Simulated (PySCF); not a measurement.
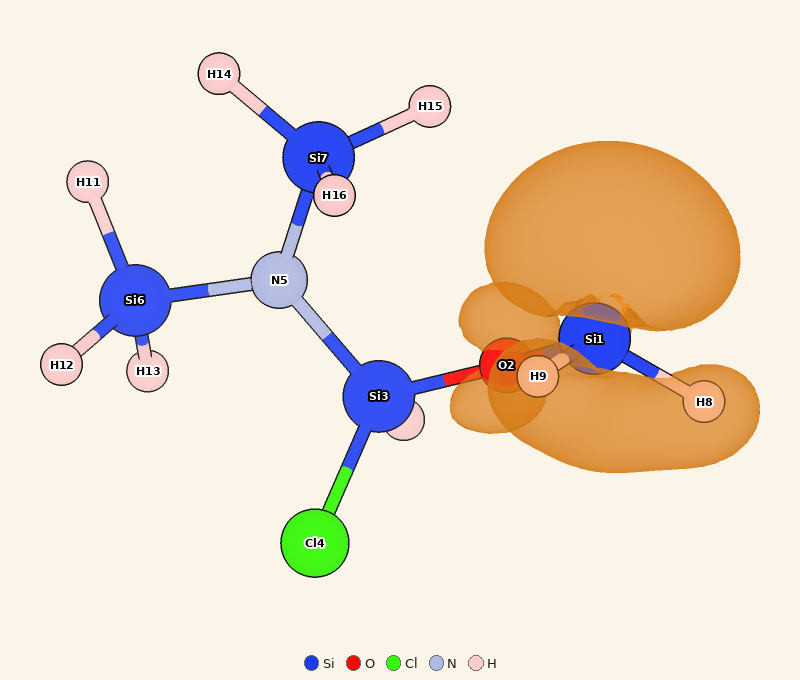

Figure. ClH9NOSi4 (doublet). Isosurfaces of the spin density at +0.015 (orange) and −0.015 e/Å³ (purple), seen at a tilt.

Geometry: GFN2-xTB.

All numbers below come from PySCF, UKS B3LYP, pcH-1 on Cl H N O Si, non-relativistic, mean-field spin-orbit, GIAO.

```yaml
atoms:
  - { symbol: Si, position_ang: [2.8920, 1.1855, 0.2950] }
  - { symbol: O, position_ang: [1.9489, -0.0832, -0.1130] }
  - { symbol: Si, position_ang: [0.7104, -1.0697, 0.1424] }
  - { symbol: Cl, position_ang: [0.8669, -1.8159, 1.9966] }
  - { symbol: N, position_ang: [-0.7946, -0.2352, -0.0073] }
  - { symbol: Si, position_ang: [-2.2422, -1.1800, 0.2430] }
  - { symbol: Si, position_ang: [-0.8163, 1.4997, -0.2065] }
  - { symbol: H, position_ang: [4.2302, 0.7144, -0.0328] }
  - { symbol: H, position_ang: [2.6694, 1.5564, 1.6862] }
  - { symbol: H, position_ang: [0.8667, -2.1155, -0.8515] }
  - { symbol: H, position_ang: [-3.3062, -0.5317, -0.5159] }
  - { symbol: H, position_ang: [-2.5538, -1.2394, 1.6722] }
  - { symbol: H, position_ang: [-1.9703, -2.5216, -0.2723] }
  - { symbol: H, position_ang: [-2.2201, 1.8509, -0.4026] }
  - { symbol: H, position_ang: [-0.0045, 1.8452, -1.3745] }
  - { symbol: H, position_ang: [-0.2841, 2.1490, 0.9971] }
```

Where is the unpaired spin?

The unpaired spin (1 electron) lies mostly on Si1 (about 0.8) and O2 (about 0.1), in electrons by Hirshfeld's partition. Only one sign reaches the isovalue.
